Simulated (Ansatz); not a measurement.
# GeH3O2F (SMILES [OH][GeH]([OH])[F]): B2PLYP/def2-SVP

Aim: the electronic atomisation energy of GeH3O2F at B2PLYP/def2-SVP, from 5 runs. 

Program for the calculation: Ansatz 0.2.0.

72 further runs of the same task are left out: 72 set aside as unsound or not needed.

### Step 1. The system as given

GeH3O2F has 7 atoms, charge 0, and is taken as a singlet. SMILES: `[OH][GeH]([OH])[F]`. Geometry: relaxed at PBE0-D4/def2-TZVP. This is one conformer, not always the lowest.

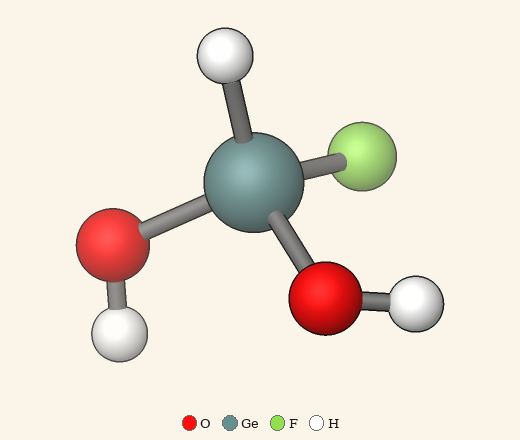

Viewed from a chosen angle; oxygen red, germanium teal, fluorine green, hydrogen white.

### Step 2. A single-point energy at B2PLYP/def2-SVP

The input, input.yaml:

```yaml
crystal:
  periodic: [false, false, false]
  atoms:
    - {symbol: O, position_ang: [-0.352900, 1.140300, -0.859300]}
    - {symbol: Ge, position_ang: [-0.107500, -0.026800, 0.432400]}
    - {symbol: O, position_ang: [1.518200, -0.656000, 0.307600]}
    - {symbol: F, position_ang: [-1.260300, -1.284500, 0.113200]}
    - {symbol: H, position_ang: [-1.209200, 1.041800, -1.283900]}
    - {symbol: H, position_ang: [-0.331400, 0.485800, 1.847500]}
    - {symbol: H, position_ang: [1.804400, -0.768700, -0.603100]}
basis:
  gaussian:
    orbitals: def2-SVP
hamiltonian:
  xc: {name: B2PLYP}
correlation:
  frozen_orbitals: {F: 1, Ge: 9, H: 0, O: 1}
accuracy: high
output: {orbitals: {seedname: orbitals}}
```

Command:

```
$ ansatz run input.yaml --threads 1 --pin off --max-ram 3480MiB --events-out events.jsonl --progress --plain --runs-dir runs
```

Log:

```text
Warning: RAYON_NUM_THREADS=1 ignored (pool sized by the plan → 1); use --threads N
Functional definition: B2PLYP
  name "B2PLYP"
  parameter a = 0.53
  parameter c = 0.27
  exchange = (1 - a)*b88_x + a*exact_x
  correlation = (1 - c)*lyp_c + c*(mp2_os + mp2_ss)
1869 factors; integrals over basis functions are off by at most 4.4e-9 eV
mean field evaluation 1: about -63338.3423 eV, gradient 6.2e1 eV
mean field evaluation 2: about -63338.5502 eV, gradient 6.3e1 eV
mean field evaluation 4: about -63345.0419 eV, gradient 2.7e0 eV
mean field evaluation 8: about -63345.0809 eV, gradient 3.0e-1 eV
mean field evaluation 16: about -63345.0809 eV, gradient 5.4e-5 eV
mean field -63345.08090748 eV, -2327.8887865120 hartree, gradient 8.9e-8 eV, S^2 0.000000; 0 other end points of the search recorded, 0 dependent functions left out
12 core orbitals not correlated: weight in the atoms' cores, before any rotation towards them, 1.000 or more for the frozen orbitals, at most 0.000 for the correlated occupied ones
reference -63345.08092983 eV, -2327.8887873333 hartree; 18, 18 occupied and 59, 59 virtual orbitals, 1869 factors
second order -26.02952325 eV of doubles, -0.00000000 eV of singles
Total energy: -63352.10890111 eV, -2328.1470605140 hartree
```

Run time: 11 s. Hardware: 1 thread of Arm Neoverse V2, shared host; peak memory 0.31 GiB.

### Step 3. The F atom at the same level

The input, input.yaml:

```yaml
crystal:
  periodic: [false, false, false]
  atoms:
    - symbol: F
      position_ang: [0.000000, 0.000000, 0.000000]
basis:
  gaussian:
    orbitals: def2-SVP
correlation:
  frozen_orbitals: {F: 1}
hamiltonian:
  xc: {name: B2PLYP}
magnetization:
  spin_polarized: true
  initial_magnetization: 1
accuracy: high
```

Run the same way, it converges to -99.57218 Eh (log not shown).

### Step 4. The Ge atom, same level

The input, run.yaml:

```yaml
crystal:
  periodic: [false, false, false]
  atoms:
    - {symbol: Ge, position_ang: [0.000000, 0.000000, 0.000000]}
basis:
  gaussian:
    orbitals: def2-SVP
accuracy: high
hamiltonian:
  xc: {name: B2PLYP}
correlation:
  frozen_orbitals: {Ge: 9}
magnetization:
  spin_polarized: true
  initial_magnetization: 2
```

Command:

```
$ ansatz run run.yaml --threads 1 --pin off --max-ram 3480MiB --events-out events.jsonl --progress --plain --runs-dir runs
```

Log, cut to the lines that bear on the results:

```text
Warning: RAYON_NUM_THREADS=1 ignored (pool sized by the plan → 1); use --threads N
Functional definition: B2PLYP
  name "B2PLYP"
[...]
315 factors; integrals over basis functions are off by at most 3.9e-9 eV
[...]
mean field -56497.08296469 eV, -2076.2295038540 hartree, gradient 9.9e-9 eV, S^2 2.004020; 0 other end points of the search recorded, 0 dependent functions left out
9 core orbitals not correlated: weight in the atoms' cores, before any rotation towards them, 1.000 or more for the frozen orbitals, at most 0.000 for the correlated occupied ones
reference -56497.08297871 eV, -2076.2295043692 hartree; 8, 6 occupied and 15, 17 virtual orbitals, 315 factors
second order -5.62146703 eV of doubles, -0.00000000 eV of singles
Total energy: -56498.60077480 eV, -2076.2852823469 hartree
```

It took 1.4 s on 1 thread of Arm Neoverse V2, shared host; peak memory 0.1 GiB.

### Step 5. The H atom at the same level

The input, molecule.yaml:

```yaml
crystal:
  periodic: [false, false, false]
  atoms:
    - symbol: H
      position_ang: [0.000000, 0.000000, 0.000000]
basis:
  gaussian: {orbitals: def2-SVP}
magnetization: {spin_polarized: true, initial_magnetization: 1}
hamiltonian: {xc: {name: B2PLYP}}
correlation: {frozen_orbitals: {H: 0}}
accuracy: high
```

Command:

```
$ ansatz run molecule.yaml --threads 1 --pin off --max-ram 3480MiB --events-out events.jsonl --progress --plain --runs-dir runs
```

Log:

```text
Warning: RAYON_NUM_THREADS=1 ignored (pool sized by the plan → 1); use --threads N
Functional definition: B2PLYP
  name "B2PLYP"
  parameter a = 0.53
  parameter c = 0.27
  exchange = (1 - a)*b88_x + a*exact_x
  correlation = (1 - c)*lyp_c + c*(mp2_os + mp2_ss)
15 factors; integrals over basis functions are off by at most 8.9e-10 eV
mean field evaluation 1: about -13.5392 eV, gradient 8.8e-1 eV
mean field evaluation 2: about -13.5391 eV, gradient 8.8e-1 eV
mean field evaluation 4: about -13.5493 eV, gradient 3.1e-5 eV
mean field evaluation 8: about -13.5492 eV, gradient 2.7e-10 eV
mean field -13.54924563 eV, -0.4979255927 hartree, gradient 5.2e-10 eV, S^2 0.750000; 0 other end points of the search recorded, 0 dependent functions left out
reference -13.54925786 eV, -0.4979260423 hartree; 1, 0 occupied and 4, 5 virtual orbitals, 15 factors
second order 0.00000000 eV of doubles, -0.00000000 eV of singles
Total energy: -13.54925786 eV, -0.4979260423 hartree
```

Wall time 0.1 s (1 thread of Arm Neoverse V2, shared host).

### Step 6. The O atom

The input, in.yaml:

```yaml
crystal:
  periodic: [false, false, false]
  atoms:
    - {symbol: O, position_ang: [0.000000, 0.000000, 0.000000]}
basis:
  gaussian: {orbitals: def2-SVP}
accuracy: high
magnetization: {spin_polarized: true, initial_magnetization: 2}
hamiltonian: {xc: {name: B2PLYP}}
correlation: {frozen_orbitals: {O: 1}}
```

Run the same way, it converges to -74.94441 Eh (log not shown).

### Step 7. Outcome

At B2PLYP/def2-SVP, 12 core orbitals frozen:

```
                                     quantity           value
                       molecule: total energy  -2328.14706 Eh
  molecule: HOMO energy (SCF part's orbitals)       -10.86 eV
  molecule: LUMO energy (SCF part's orbitals)         1.72 eV
molecule: HOMO–LUMO gap (SCF part's orbitals)        12.58 eV
                         F atom: total energy    -99.57218 Eh
                                 F atom: ⟨S²⟩           0.751
                        Ge atom: total energy  -2076.28528 Eh
                                Ge atom: ⟨S²⟩           2.004
                         H atom: total energy     -0.49793 Eh
                                 H atom: ⟨S²⟩           0.750
                         O atom: total energy    -74.94441 Eh
                                 O atom: ⟨S²⟩           2.003
                electronic atomisation energy       24.681 eV
```

**Reading.** Taking the molecule apart into free atoms costs 24.68 eV (2381 kJ/mol), before zero-point energy and without spin-orbit coupling.
